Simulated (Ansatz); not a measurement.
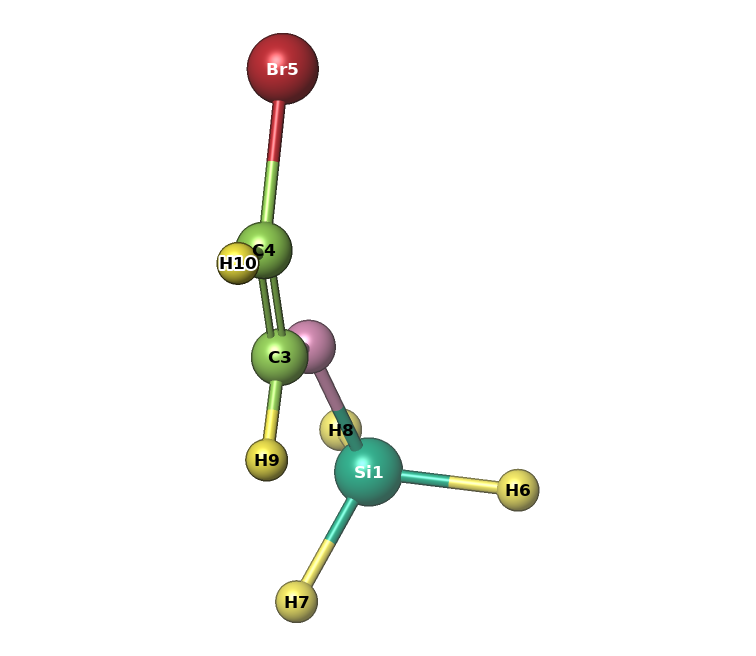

O2 lies behind C3. The molecule seen a little off the C3–O2 bond, C3 in front. Depth is shown by fading: the farther an atom, the more it takes the colour of the background. Computed geometry: PBE0-D4/def2-TZVP optimisation. No frequency run is at hand to confirm it as a minimum.

Q: What is the torsion angle C4–C3–O2–Si1? The sign is positive where the front bond must turn clockwise to cover the back bond.

A: 163°, antiperiplanar (anti).
